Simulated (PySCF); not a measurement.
# ClGeH2 (SMILES [Cl][GeH2]) at RPA@PBE/STO-3G

What is the vertical ionisation energy of ClGeH2 at RPA@PBE/STO-3G? The job is set up through a Python script.

Program for the calculation: PySCF 2.14.0.

## 1. Starting point

ClGeH2 has 4 atoms, charge 0, and is taken as a doublet. SMILES: `[Cl][GeH2]`. The shape is that of a PBE0-D4/def2-TZVP optimisation.

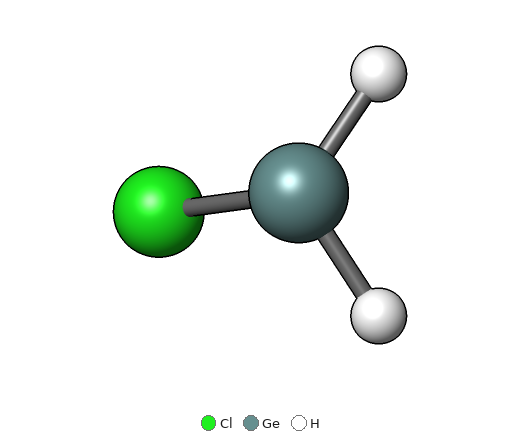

The structure, seen from a chosen angle (chlorine green, germanium teal, hydrogen white).

## 2. The energy at RPA@PBE/STO-3G

The input, start.xyz:

```xyz
4

Cl    -1.562900     0.305200     0.993500
Ge     0.106700    -0.451100    -0.141600
H      0.072700     0.259600    -1.514200
H      1.383400    -0.113700     0.662300
```

The input, calc.py:

```python
from pyscf import gto, dft
from pyscf.gw.urpa import URPA

mol = gto.M(
    atom='start.xyz',
    charge=0,
    spin=1,
    basis='sto-3g',
    verbose=3,
    max_memory=1860,
)

calc0 = dft.UKS(mol)
calc0.xc = 'pbe'
calc0.conv_tol = 1e-10
calc0.grids.level = 5
calc0.kernel()
if not calc0.converged:
    calc0 = calc0.newton().run(calc0.mo_coeff, calc0.mo_occ)

rpa = URPA(calc0, frozen=14)
rpa.kernel()
e_exx = calc0.to_hf().energy_tot(calc0.make_rdm1())
energy = e_exx + rpa.e_corr
print('Final energy', energy)
```

Started as:

```console
$ OMP_NUM_THREADS=1 python calc.py
```

The log of the run:

```text
WARN: HOMO -0.401814335501621 >= LUMO -0.40181433550162

WARN: HOMO 0.0959695587790192 >= LUMO 0.0962318495429728

converged SCF energy = -2508.83021710534  <S^2> = 0.75082344  2S+1 = 2.0008233
E(URPA) = -2509.0588589449  E_corr = -0.122685596515341  E_hf = -2508.93617334838
Final energy -2507.5662605223197
```

Run time: 5.7 s. Hardware: 1 thread of Arm Neoverse V2, shared host; peak memory 0.24 GiB.

## 3. The singlet cation

The input, geometry.xyz:

```xyz
4

Cl    -1.562900     0.305200     0.993500
Ge     0.106700    -0.451100    -0.141600
H      0.072700     0.259600    -1.514200
H      1.383400    -0.113700     0.662300
```

The input, job.py:

```python
from pyscf import gto, dft
from pyscf.gw.rpa import RPA

mol = gto.M(
    atom='geometry.xyz',
    verbose=4,
    charge=1,
    basis='sto-3g',
    spin=0,
    max_memory=1860,
)

mf = dft.RKS(mol)
mf.xc = 'pbe'
mf.conv_tol = 1e-10
mf.grids.level = 5
mf.kernel()
if not mf.converged:
    mf = mf.newton().run(mf.mo_coeff, mf.mo_occ)

rpa = RPA(mf, frozen=14)
rpa.kernel()
e_exx = mf.to_hf().energy_tot(mf.make_rdm1())
e_tot = e_exx + rpa.e_corr
print('E(%s) = %.9f' % ('PBE', e_tot))
```

Started as:

```console
$ OMP_NUM_THREADS=1 python job.py
```

The log of the run:

```text
PySCF version 2.14.0

[INPUT] num. atoms = 4
[INPUT] num. electrons = 50
[INPUT] charge = 1
[INPUT] spin (= nelec alpha-beta = 2S) = 0
[INPUT] symmetry False subgroup None
[INPUT] Mole.unit = angstrom
[INPUT] Symbol           X                Y                Z      unit          X                Y                Z       unit  Magmom
[INPUT]  1 Cl    -1.562900000000   0.305200000000   0.993500000000 AA   -2.953452960083   0.576744413217   1.877442904755 Bohr   0.0
[INPUT]  2 Ge     0.106700000000  -0.451100000000  -0.141600000000 AA    0.201633777491  -0.852455454791  -0.267585219238 Bohr   0.0
[INPUT]  3 H      0.072700000000   0.259600000000  -1.514200000000 AA    0.137383089256   0.490572901937  -2.861423297816 Bohr   0.0
[INPUT]  4 H      1.383400000000  -0.113700000000   0.662300000000 AA    2.614247120723  -0.214861860363   1.251565612299 Bohr   0.0

nuclear repulsion = 161.647276340246
number of shells = 15
number of NR pGTOs = 87
number of NR cGTOs = 29
basis = sto-3g
ecp = {}

******** <class 'pyscf.dft.rks.RKS'> ********
method = RKS
initial guess = minao
damping factor = 0
level_shift factor = 0
DIIS = <class 'pyscf.scf.diis.CDIIS'>
diis_start_cycle = 1
diis_space = 8
diis_damp = 0
SCF conv_tol = 1e-10
SCF conv_tol_grad = None
SCF max_cycles = 50
direct_scf = True
direct_scf_tol = 1e-13
XC library pyscf.dft.libxc version 7.0.0
    S. Lehtola, C. Steigemann, M. J.T. Oliveira, and M. A.L. Marques.,  SoftwareX 7, 1–5 (2018)
XC functionals = pbe
    J. P. Perdew, K. Burke, and M. Ernzerhof.,  Phys. Rev. Lett. 77, 3865 (1996)
    J. P. Perdew, K. Burke, and M. Ernzerhof.,  Phys. Rev. Lett. 78, 1396 (1997)
    J. P. Perdew, K. Burke, and M. Ernzerhof.,  Phys. Rev. Lett. 77, 3865 (1996)
    J. P. Perdew, K. Burke, and M. Ernzerhof.,  Phys. Rev. Lett. 78, 1396 (1997)
radial grids:
    Treutler-Ahlrichs [JCP 102, 346 (1995); DOI:10.1063/1.469408] (M4) radial grids

becke partition: Becke, JCP 88, 2547 (1988); DOI:10.1063/1.454033
pruning grids: <function nwchem_prune>
grids dens level: 5
symmetrized grids: False
atomic radii adjust function: <function treutler_atomic_radii_adjust>
small_rho_cutoff = 0
Set gradient conv threshold to 1e-05
Initial guess from minao.
tot grids = 134864
init E= -2506.28336924281
  HOMO = -0.499669737526791  LUMO = -0.401814335501622  gap/eV = 2.66278
cycle= 1 E= -2508.53152120004  delta_E= -2.25  |g|= 0.262  |ddm|= 2.29
  HOMO = -0.350278884981757  LUMO = -0.344246863224263  gap/eV = 0.16414
cycle= 2 E= -2506.75581298178  delta_E= 1.78  |g|= 1.75  |ddm|=  3.4
  HOMO = -0.431328804288203  LUMO = -0.40348427051141  gap/eV = 0.75769
cycle= 3 E= -2508.3910511531  delta_E= -1.64  |g|= 0.586  |ddm|= 3.32
  HOMO = -0.462007551065517  LUMO = -0.404413426792002  gap/eV = 1.56722
cycle= 4 E= -2508.56449821093  delta_E= -0.173  |g|= 0.0375  |ddm|= 1.16
  HOMO = -0.44516441859174  LUMO = -0.410398790695269  gap/eV = 0.94602
cycle= 5 E= -2508.56495952289  delta_E= -0.000461  |g|= 0.0257  |ddm|= 0.242
  HOMO = -0.448234048752343  LUMO = -0.408780897861971  gap/eV = 1.07357
cycle= 6 E= -2508.56552663584  delta_E= -0.000567  |g|= 0.00608  |ddm|= 0.121
  HOMO = -0.446614841948455  LUMO = -0.408520841970336  gap/eV = 1.03659
cycle= 7 E= -2508.56555014563  delta_E= -2.35e-05  |g|= 0.00237  |ddm|= 0.0293
  HOMO = -0.447020854286972  LUMO = -0.408641058675909  gap/eV = 1.04437
cycle= 8 E= -2508.56555311915  delta_E= -2.97e-06  |g|= 6.12e-05  |ddm|= 0.00657
  HOMO = -0.447012043483767  LUMO = -0.408637877353007  gap/eV = 1.04421
cycle= 9 E= -2508.56555312251  delta_E= -3.36e-09  |g|= 2.36e-05  |ddm|= 0.000343
  HOMO = -0.447012425762261  LUMO = -0.408638736646954  gap/eV = 1.04420
cycle= 10 E= -2508.56555312289  delta_E= -3.81e-10  |g|= 8.72e-07  |ddm|= 6.36e-05
  HOMO = -0.447012272811417  LUMO = -0.408638712303121  gap/eV = 1.04420
cycle= 11 E= -2508.56555312289  delta_E= 7.73e-12  |g|= 1.34e-07  |ddm|= 2.81e-06
  HOMO = -0.447012339670872  LUMO = -0.4086387304671  gap/eV = 1.04420
Extra cycle  E= -2508.56555312289  delta_E= -1.36e-12  |g|= 2.3e-07  |ddm|= 1.36e-06
converged SCF energy = -2508.56555312289

******** <class 'pyscf.gw.rpa.RPA'> ********
method = RPA
nocc = 11  nmo = 15
frozen orbitals = 14
mem_avail = 1702.70  mem_blk = 0.01  auxlen = 217

******** <class 'pyscf.df.df.DF'> ********
auxbasis = auxmol.basis = {'Ge': 'def2-svp-ri', 'Cl': 'def2-svp-ri', 'H': 'def2-svp-ri'}
Lowest orbital energy difference:  3.8374e-02
E(RPA) = -2508.83933859231  E_corr = -0.1599841820781  E_hf = -2508.67935441023
E(PBE) = -2507.342899261
```

Wall time 3.9 s (1 thread of Arm Neoverse V2, shared host); peak memory 0.24 GiB.

## 4. Summary of results

Level: RPA@PBE/STO-3G, 14 core orbitals frozen.

| quantity | value |
| --- | --- |
| doublet ClGeH2: total energy | -2507.56626 Eh |
| doublet ClGeH2: dipole moment (PBE Kohn–Sham density) | 2.16 D |
| doublet ClGeH2: HOMO energy (PBE Kohn–Sham orbitals) (highest over α and β) | -3.03 eV |
| doublet ClGeH2: LUMO energy (PBE Kohn–Sham orbitals) (lowest over α and β) | -1.74 eV |
| doublet ClGeH2: RPA correlation energy (valence) | -122.7 mEh |
| doublet ClGeH2: ⟨S²⟩ | 0.751 |
| singlet cation: total energy | -2507.34290 Eh |
| singlet cation: HOMO energy (PBE Kohn–Sham orbitals) | -12.16 eV |
| singlet cation: LUMO energy (PBE Kohn–Sham orbitals) | -11.12 eV |
| singlet cation: HOMO–LUMO gap (PBE Kohn–Sham orbitals) | 1.04 eV |
| singlet cation: RPA correlation energy (valence) | -160.0 mEh |
| vertical ionisation energy (to the singlet cation) | 6.078 eV |

What this shows: The vertical ionisation energy comes to 6.08 eV (140 kcal/mol).
